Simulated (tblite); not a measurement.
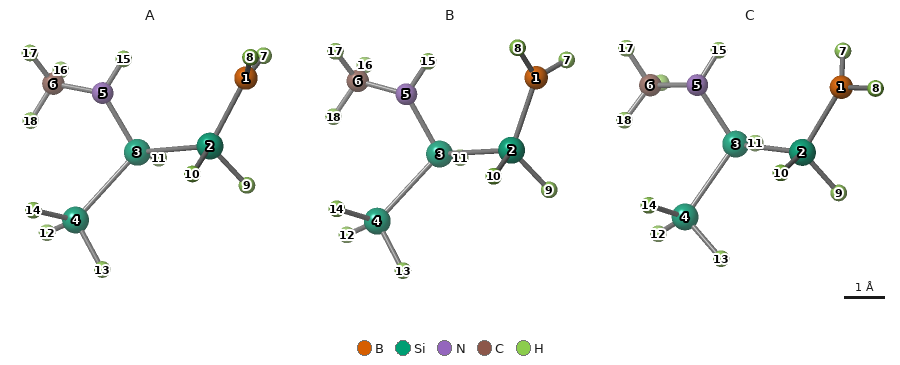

3 geometries from one relaxation of CH$_{12}$BNSi$_{3}$, in shuffled order. The picture is a ball-and-stick view, seen at a tilt.

These are results of GFN2-xTB geometry optimisation, gas phase (tblite), not measurements. 

Question: Put them in the order of the run, from the start to the converged end.

Answer: C, A, B. They are steps 0, 52, 116, at +72.0 kJ/mol, +6.70 kJ/mol relative to the last. Over 116 geometry steps the energy falls by 72.0 kJ/mol. H8 moves most after the best rigid fit: 1.79 Å. Largest moves by element: H 1.79 Å, N 0.33 Å, B 0.32 Å, Si 0.27 Å, C 0.25 Å. Among the contacts that change: Si2–Si3 2.201 → 2.342 Å, Si3–Si4 2.245 → 2.321 Å, N5–H15 1.060 → 1.009 Å, Si3–N5 1.783 → 1.732 Å. Among the angles between lasting bonds that change: Si2–Si3–Si4 106.2° → 118.0°, Si3–N5–C6 111.3° → 123.2°, Si2–Si3–N5 114.4° → 104.7°.
